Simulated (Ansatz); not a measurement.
**Run report: GeSiNH6ClOF2, nudged elastic band (part 2 of 2)**

Continued. System: GeSiNH6ClOF2. Method: RKS PBE/def2-SVP (Ansatz 0.2.0). It belongs to a series of runs on one base structure; here: band between the two ends.

Geometry of the input (Å):
```
Ge 0.0432  0.1213  0.2444
O  -0.2039  -0.0193  2.0174
H  -0.7861  -0.7946  2.1473
Cl 1.8642  -0.6120  -0.7342
F  -0.8710  1.3276  -0.6827
F  -1.0113  -1.2391  -0.1755
N  1.2002  1.8529  0.8844
H  2.1688  1.6500  0.5925
Si 0.6068  3.4781  0.3000
H  0.7553  3.5132  -1.1840
H  -0.7873  3.6624  0.7974
H  1.5037  4.5156  0.9198
H  1.1604  1.7535  1.9117
```

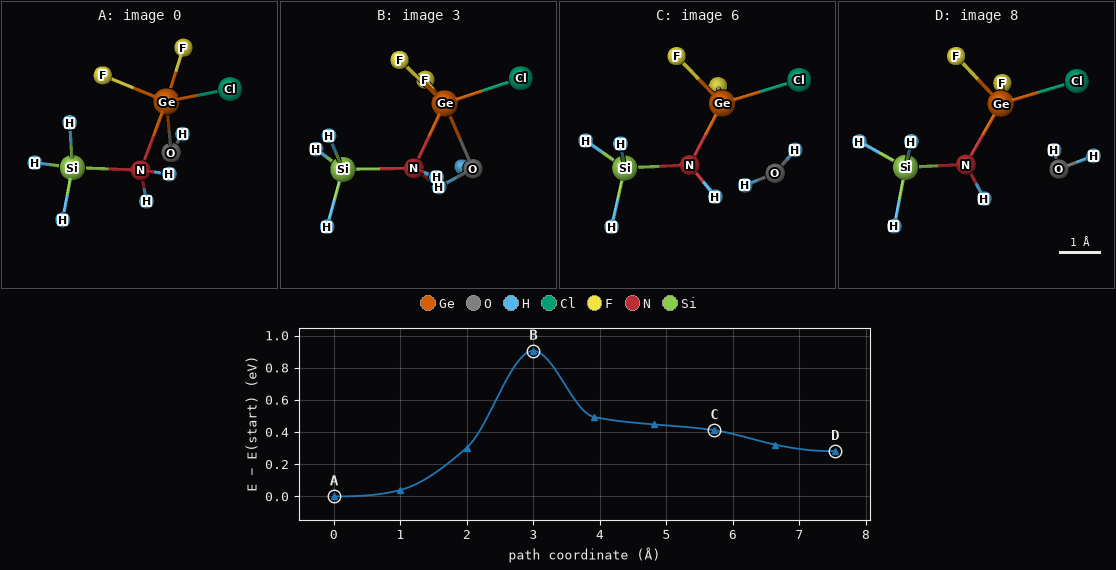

Images of the last band (counted from 0; ball-and-stick, seen at a tilt) above the energy along the path; the line is a cubic interpolation that uses the forces. The highest image is number 3, 0.905 eV above the start and 0.623 eV above the end (the climbing image); the end lies 0.282 eV above the start. The path is 7.54 Å long. The band converged in 23 iterations.

```
Total energy: -85943.17161856 eV, -3158.3533026081 hartree
Atom 0 at     0.177523     0.246918    -0.010514 Å, force    -0.003614     0.002675    -0.004504 eV/Å
Atom 1 at     0.512350    -0.136094     1.945116 Å, force     0.004549    -0.013264     0.000099 eV/Å
Atom 2 at    -0.348757    -0.272273     2.390114 Å, force    -0.000746     0.001271    -0.000480 eV/Å
Atom 3 at     1.471000    -1.296840    -0.771179 Å, force    -0.001654    -0.000056    -0.000442 eV/Å
Atom 4 at    -0.222843     1.139111    -1.494330 Å, force     0.003448    -0.003561     0.002168 eV/Å
Atom 5 at    -1.506463    -0.153494     0.326003 Å, force    -0.000327     0.001983     0.001941 eV/Å
Atom 6 at     1.129500     1.804311     0.775425 Å, force    -0.005324     0.007132     0.003466 eV/Å
Atom 7 at     2.135120     1.717444     0.556877 Å, force     0.000343    -0.006083     0.003356 eV/Å
Atom 8 at     0.485375     3.452425     0.427344 Å, force    -0.004728     0.000313     0.001994 eV/Å
Atom 9 at     0.839980     3.896713    -0.957379 Å, force     0.002432     0.000477    -0.001242 eV/Å
Atom 10 at    -0.996472     3.372116     0.624466 Å, force     0.000166     0.000029    -0.002232 eV/Å
Atom 11 at     1.091222     4.393121     1.430807 Å, force    -0.000175     0.000585    -0.000842 eV/Å
Atom 12 at     0.875465     1.046042     1.795950 Å, force     0.005632     0.008498    -0.003281 eV/Å
Dipole moment:     0.329807     0.510492     0.560875 e Å
this run last wrote the band of iteration 23 to [file]
```

### The last band as extended XYZ (Å, eV, eV/Å)
```
13
Properties=species:S:1:pos:R:3:forces:R:3 image=0 energy=-85944.07661
Ge    0.0432    0.1213    0.2444    0.0189  -0.0013  -0.0041
O    -0.2039   -0.0193    2.0174    0.0194   0.0211   0.0034
H    -0.7861   -0.7946    2.1473   -0.0138  -0.0230   0.0042
Cl    1.8642   -0.6120   -0.7342   -0.0140  -0.0001   0.0061
F    -0.8710    1.3276   -0.6827   -0.0044  -0.0032  -0.0087
F    -1.0113   -1.2391   -0.1755    0.0000   0.0053  -0.0058
N     1.2002    1.8529    0.8844   -0.0054   0.0091  -0.0014
H     2.1688    1.6500    0.5925   -0.0003  -0.0018  -0.0004
Si    0.6068    3.4781    0.3000   -0.0025  -0.0193  -0.0023
H     0.7553    3.5132   -1.1840   -0.0012   0.0025  -0.0023
H    -0.7873    3.6624    0.7974   -0.0018   0.0074   0.0012
H     1.5037    4.5156    0.9198    0.0050   0.0072   0.0024
H     1.1604    1.7535    1.9117    0.0001  -0.0040   0.0076
13
Properties=species:S:1:pos:R:3:forces:R:3 image=1 energy=-85944.03672
Ge    0.0545    0.1327    0.2185   -0.0147  -0.0092  -0.0087
O    -0.1442    0.1206    2.0092   -0.0564   0.0210  -0.0011
H    -0.7914   -0.5860    2.2068   -0.0340  -0.0001  -0.0098
Cl    1.7650   -0.9294   -0.6167    0.0175   0.0381   0.0118
F    -0.6074    1.3129   -0.9389   -0.0425   0.0043   0.0477
F    -1.2425   -1.0416   -0.0626    0.0427  -0.0670  -0.0276
N     1.2979    1.8210    0.7689    0.0171   0.0225  -0.0033
H     2.2229    1.6883    0.3339   -0.0023  -0.0095  -0.0177
Si    0.5435    3.4433    0.3855    0.0112  -0.0156   0.0059
H     0.8278    3.7511   -1.0468   -0.0051  -0.0085  -0.0062
H    -0.9067    3.3862    0.7300    0.0111   0.0116   0.0227
H     1.2224    4.4556    1.2679    0.0261   0.0013  -0.0130
H     1.4011    1.6548    1.7829    0.0293   0.0112  -0.0008
13
Properties=species:S:1:pos:R:3:forces:R:3 image=2 energy=-85943.77340
Ge    0.0927    0.1619    0.1544   -0.0445  -0.0339   0.0669
O     0.2089   -0.0380    1.9733   -0.1252   0.0339   0.0089
H    -0.5417   -0.5761    2.2850   -0.0835  -0.1327  -0.0447
Cl    1.5607   -1.1759   -0.7096    0.0105   0.0503   0.0106
F    -0.3056    1.2501   -1.2116   -0.0477   0.0576   0.1215
F    -1.5269   -0.5495    0.1240   -0.0238  -0.1545  -0.0768
N     1.2598    1.8311    0.7771    0.0656   0.0002  -0.0008
H     2.2313    1.7359    0.4505    0.0411  -0.0027  -0.0591
Si    0.4975    3.4462    0.4022    0.0154   0.0030  -0.0043
H     0.8683    3.8395   -0.9877    0.0172  -0.0223  -0.0089
H    -0.9749    3.3129    0.6194    0.0204  -0.0165   0.0125
H     1.0617    4.4321    1.3873    0.0085   0.0090  -0.0131
H     1.2111    1.5393    1.7744    0.1460   0.2086  -0.0126
13
Properties=species:S:1:pos:R:3:forces:R:3 image=3 energy=-85943.17158
Ge    0.1775    0.2469   -0.0105   -0.0036   0.0027  -0.0045
O     0.5123   -0.1361    1.9451    0.0045  -0.0133   0.0001
H    -0.3488   -0.2723    2.3901   -0.0007   0.0013  -0.0005
Cl    1.4710   -1.2968   -0.7712   -0.0017  -0.0001  -0.0004
F    -0.2228    1.1391   -1.4943    0.0034  -0.0036   0.0022
F    -1.5065   -0.1535    0.3260   -0.0003   0.0020   0.0019
N     1.1295    1.8043    0.7754   -0.0053   0.0071   0.0035
H     2.1351    1.7174    0.5569    0.0003  -0.0061   0.0034
Si    0.4854    3.4524    0.4273   -0.0047   0.0003   0.0020
H     0.8400    3.8967   -0.9574    0.0024   0.0005  -0.0012
H    -0.9965    3.3721    0.6245    0.0002   0.0000  -0.0022
H     1.0912    4.3931    1.4308   -0.0002   0.0006  -0.0008
H     0.8755    1.0460    1.7959    0.0056   0.0085  -0.0033
13
Properties=species:S:1:pos:R:3:forces:R:3 image=4 energy=-85943.58224
Ge    0.2140    0.4142   -0.1442    0.0088   0.0159  -0.0114
O     0.6359   -0.3275    2.1141    0.0131  -0.0227   0.0194
H    -0.3083   -0.4671    2.3352    0.0042  -0.0242  -0.0059
Cl    1.4265   -1.2324   -0.7961   -0.0034   0.0076  -0.0021
F    -0.3625    1.1290   -1.6456   -0.0175   0.0001  -0.0240
F    -1.3721   -0.0059    0.4930    0.0173   0.0158   0.0215
N     1.0490    1.8623    0.6499   -0.0085   0.0060  -0.0127
H     2.0679    1.7212    0.6836   -0.0081   0.0022   0.0156
Si    0.5031    3.5217    0.3098   -0.0021   0.0116  -0.0150
H     0.8723    4.0388   -1.0513    0.0034   0.0162  -0.0118
H    -0.9864    3.5132    0.4762    0.0011   0.0153  -0.0197
H     1.1375    4.4013    1.3522    0.0031   0.0018  -0.0100
H     0.7662    0.6408    2.2619   -0.0113  -0.0458   0.0561
13
Properties=species:S:1:pos:R:3:forces:R:3 image=5 energy=-85943.62921
Ge    0.1662    0.4752   -0.1090    0.0001   0.0076   0.0027
O     0.7606   -0.4021    2.1236    0.0055  -0.0025   0.0004
H    -0.1160   -0.8277    2.2288    0.0088  -0.0149  -0.0043
Cl    1.3849   -1.1128   -0.8876   -0.0010   0.0055  -0.0042
F    -0.5534    1.2265   -1.5284   -0.0075   0.0041   0.0058
F    -1.3293   -0.1254    0.6061    0.0024  -0.0059   0.0044
N     0.9387    1.9339    0.6783   -0.0055   0.0029  -0.0035
H     1.8966    1.7529    0.9994   -0.0092   0.0006   0.0147
Si    0.5515    3.5934    0.1731    0.0025  -0.0001  -0.0053
H     1.0532    3.9747   -1.1917    0.0070  -0.0025  -0.0057
H    -0.9367    3.7543    0.2296    0.0015   0.0104  -0.0094
H     1.2075    4.4852    1.1921    0.0023   0.0033  -0.0059
H     0.6193    0.4815    2.5245   -0.0068  -0.0085   0.0104
13
Properties=species:S:1:pos:R:3:forces:R:3 image=6 energy=-85943.66518
Ge    0.1088    0.5362   -0.0939   -0.0091  -0.0041  -0.0017
O     0.8469   -0.3283    2.1353    0.0097   0.0068   0.0006
H     0.3718   -1.1829    2.1361    0.0360  -0.0267  -0.0065
Cl    1.2982   -1.0919   -0.8565   -0.0083   0.0039   0.0024
F    -0.6295    1.2661   -1.5117   -0.0055   0.0030   0.0026
F    -1.3396   -0.1033    0.6708    0.0013   0.0023   0.0051
N     0.8777    1.9971    0.6522   -0.0064   0.0120   0.0001
H     1.6960    1.7924    1.2324   -0.0131   0.0035   0.0167
Si    0.5980    3.6539    0.0938    0.0035   0.0020  -0.0043
H     1.1736    3.9604   -1.2606    0.0093  -0.0009  -0.0060
H    -0.8765    3.9266    0.0768    0.0059   0.0127  -0.0117
H     1.2685    4.5318    1.1154    0.0044   0.0035  -0.0069
H     0.2490    0.2513    2.6487   -0.0276  -0.0179   0.0096
13
Properties=species:S:1:pos:R:3:forces:R:3 image=7 energy=-85943.75421
Ge    0.0767    0.5831   -0.0456   -0.0061   0.0025   0.0073
O     0.8430   -0.2607    2.1911   -0.0001   0.0084   0.0079
H     0.9446   -1.2118    1.9873    0.0619  -0.0026  -0.0150
Cl    1.2160   -1.1124   -0.7679   -0.0141  -0.0022   0.0123
F    -0.6540    1.2575   -1.4915   -0.0033  -0.0014   0.0022
F    -1.3663   -0.0210    0.7688   -0.0040   0.0120   0.0104
N     0.8787    2.0503    0.6250    0.0016   0.0087  -0.0037
H     1.4957    1.8650    1.4196   -0.0227   0.0071   0.0212
Si    0.6167    3.7011    0.0490    0.0039   0.0032  -0.0068
H     1.2129    3.9552   -1.3060    0.0074  -0.0021  -0.0062
H    -0.8482    4.0273    0.0030    0.0057   0.0130  -0.0092
H     1.2963    4.5792    1.0635    0.0075   0.0048  -0.0083
H    -0.0691   -0.2031    2.5423   -0.0378  -0.0515  -0.0121
13
Properties=species:S:1:pos:R:3:forces:R:3 image=8 energy=-85943.79504
Ge   -0.0037    0.6240    0.0576    0.0010  -0.0175   0.0178
O     0.8160   -0.2945    2.1961   -0.0145  -0.0043   0.0067
H     1.2760   -1.0817    1.8371   -0.0112   0.0128   0.0026
Cl    1.2234   -0.9910   -0.7390   -0.0023  -0.0004  -0.0126
F    -0.7386    1.2922   -1.3902    0.0006  -0.0033   0.0006
F    -1.4150   -0.0986    0.8332    0.0066   0.0105  -0.0100
N     0.7144    2.1202    0.7562   -0.0144   0.0113  -0.0109
H     1.1848    1.9794    1.6536    0.0095   0.0077  -0.0036
Si    0.6608    3.7181   -0.0046   -0.0019  -0.0162   0.0023
H     1.2937    3.7109   -1.3671   -0.0072   0.0039   0.0139
H    -0.7408    4.2474   -0.1224    0.0153  -0.0062  -0.0008
H     1.4528    4.6089    0.9126   -0.0019   0.0009  -0.0008
H    -0.0808   -0.6258    2.4154    0.0205   0.0008  -0.0052
```
